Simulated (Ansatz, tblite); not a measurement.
# Ligand exchange: CHBrF2 + CH3I → C2H4F2 + IBr

Species: CHBrF2 (bromodifluoromethane) `FC(F)Br`, singlet; CH3I (methyl iodide) `CI`, singlet; C2H4F2 (1,1-difluoroethane) `CC(F)F`, singlet; IBr (iodine monobromide), singlet. The partners trade Br for CH3: C–Br and I–CH3 bonds give way to C–CH3 and I–Br.

Shapes, held fixed at every level: PBE0-D4/def2-TZVP. Programs: Ansatz 0.2.0, tblite 0.8.0. The zero-point and thermal change to 298 K, harmonic and unscaled (PBE0-D4/def2-TZVP), is +4.4 kJ/mol.

**What was measured.** Tabulated heats of formation (Active Thermochemical Tables): CHBrF2 -424.2; CH3I +15.0; C2H4F2 -500.5; IBr +40.8 kJ/mol, which give ΔH(298 K) = -50.5 kJ/mol.

| level | kind | ΔH (kJ/mol) | computed − measured |
| --- | --- | --- | --- |
| GFN1-xTB | semi-empirical | -82.9 | -32.5 |
| HF/def2-SVP | Hartree–Fock | -68.1 | -17.7 |
| HF/def2-TZVPP | Hartree–Fock | -59.0 | -8.5 |
| SPW92/def2-TZVPP | LDA | -41.1 | +9.4 |
| PBE-D4/def2-TZVPP | GGA | -40.9 | +9.5 |
| wB97M-V/def2-TZVPP | range-separated hybrid | -46.4 | +4.0 |
| MP2/def2-TZVPP | perturbation theory | -29.6 | +20.8 |
| CCSD/def2-TZVPP | coupled cluster or CI | -41.1 | +9.4 |
| CCSD(T)/def2-TZVPP | coupled cluster or CI | -36.7 | +13.7 |

Nearest: wB97M-V/def2-TZVPP (+4.0); farthest: GFN1-xTB (-32.5). 5 of 9 levels lie within 10 kJ/mol. For atoms past krypton def2 sets carry core potentials with scalar relativity. Relativity is left out for Br. Outer-core shells of Br, I are correlated, in sets that cover them unevenly.

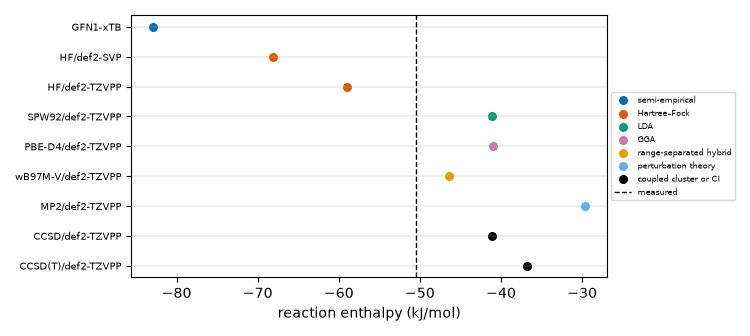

The values of the table, level by level.
